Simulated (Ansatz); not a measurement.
## Electronic structure of H₁₂OSi₅···HF in real space

Input file:

```
crystal:
  periodic: [false, false, false]
  atoms:
    - { symbol: Si, position_ang: [-0.035582, -0.555771, -0.366164] }
    - { symbol: F, position_ang: [1.203864, 0.485529, 1.927513] }
    - { symbol: Si, position_ang: [2.170129, -0.197619, -1.132254] }
    - { symbol: H, position_ang: [2.827627, -1.507972, -1.336392] }
    - { symbol: H, position_ang: [2.081195, 0.470408, -2.450831] }
    - { symbol: H, position_ang: [3.006195, 0.621393, -0.23817] }
    - { symbol: Si, position_ang: [-1.279371, 1.412702, 0.027775] }
    - { symbol: H, position_ang: [-2.693018, 1.046553, 0.268212] }
    - { symbol: H, position_ang: [-0.813976, 2.248249, 1.148614] }
    - { symbol: H, position_ang: [-1.21908, 2.210033, -1.217489] }
    - { symbol: Si, position_ang: [-1.174203, -1.595973, -2.178662] }
    - { symbol: H, position_ang: [-2.539875, -2.011464, -1.788007] }
    - { symbol: H, position_ang: [-1.284238, -0.644239, -3.306275] }
    - { symbol: H, position_ang: [-0.450775, -2.7955, -2.658435] }
    - { symbol: O, position_ang: [-0.108355, -1.620554, 0.930268] }
    - { symbol: Si, position_ang: [-0.003641, -3.224943, 1.269345] }
    - { symbol: H, position_ang: [1.282426, -3.770981, 0.795632] }
    - { symbol: H, position_ang: [-0.092131, -3.391009, 2.729202] }
    - { symbol: H, position_ang: [-1.098449, -3.967343, 0.621779] }
    - { symbol: H, position_ang: [0.759357, -0.187002, 2.36324] }
basis:
  gaussian: { orbitals: "6-31G*" }
hamiltonian:
  xc: hf
relax:
  f_tol: 0.03
  max_steps: 50
output:
  orbitals: {}
```

Run with:

```sh
ansatz run input.yaml --threads 4 --pin off --max-ram 5120MiB --backend cpu --events-out ev --progress --plain --runs-dir out
```

The fields are those of the run's last geometry, not of the input's.

Method: Ansatz, RHF/6-31G*.

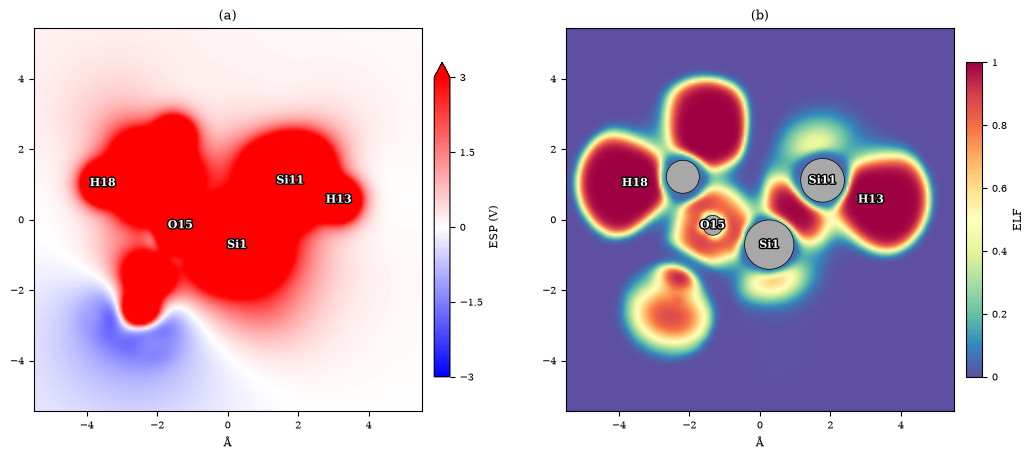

Figure 1. (a) electrostatic potential; (b) electron localisation function on the plane of atoms Si1, Si11 and H13. Grey discs cover the atomic cores in the ELF map.

Question: What do the fields say about this system?

Answer: The section cuts through Si, H and O sites. Si–Si (2.37 Å): the ELF peaks at about 1 between the atoms, as expected for localised, covalent bonding. Si–H (1.48 Å): the ELF climbs to about 1 towards the hydrogen, as it does in any bond to H. The ELF also peaks beside F2, away from the bonds: lone-pair regions. Outside the dense part of the complex the potential is most negative (−1.8 V) near F2, which lies off the plane.

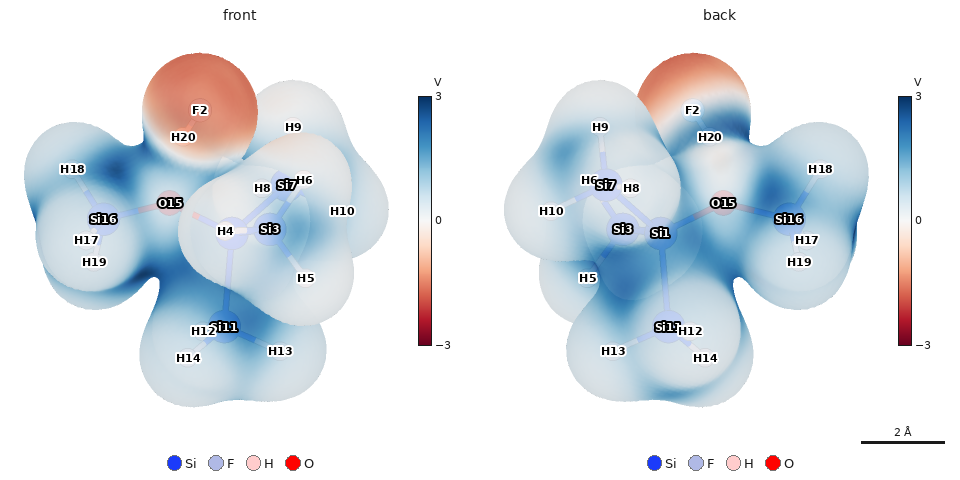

Figure 2. The molecular electrostatic potential painted on the density surface at 0.004 e/bohr³, seen from the front and from behind; the colour scale runs from red (negative) to blue (positive).

Question: Which sites attract a positive test charge, and which a negative one?

Answer: A positive charge is drawn to the negative regions and a negative charge to the positive ones. The most negative region (about −1.6 V, or −37 kcal/mol for a unit charge) lies over F2, the most positive (about +2.7 V, or +62 kcal/mol for a unit charge) over Si1, Si16 and H20.

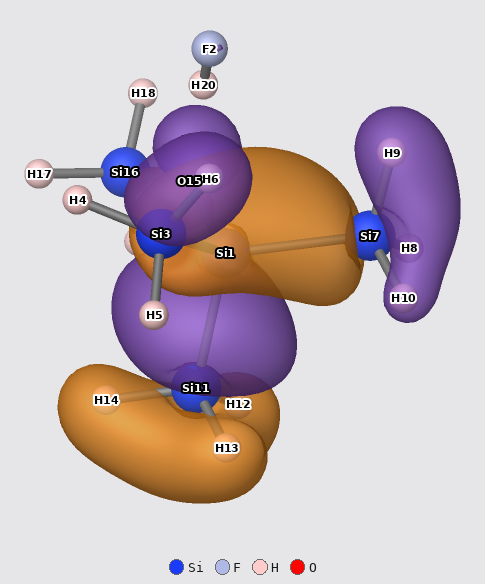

Figure 3. The HOMO−1 at ±0.06 Å⁻³ᐟ² (orange and purple are the two phases), seen at an oblique angle.

Question: Where does this orbital lie, and at what energy?

Answer: Its weight (Hirshfeld) is mainly on Si1 (about 30 %), Si11 (about 30 %), Si7 (about 10 %) and Si3 (about 5 %). Its energy is −10.34 eV.

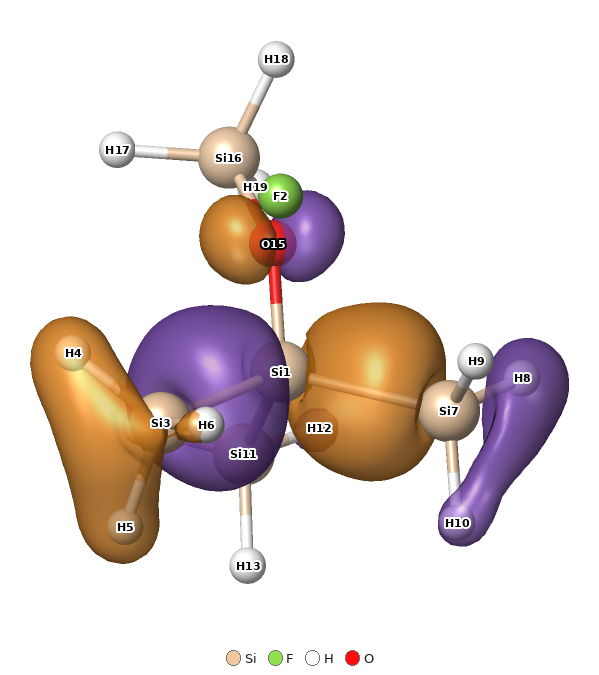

Figure 4. The HOMO at ±0.1 Å⁻³ᐟ² (orange and purple are the two phases), seen at an oblique angle.

Question: Describe this orbital and give its energy.

Answer: It lies mainly on Si1 (about 30 %), Si3 (about 25 %), Si7 (about 20 %) and O15 (about 5 %). Its energy is −10.19 eV.
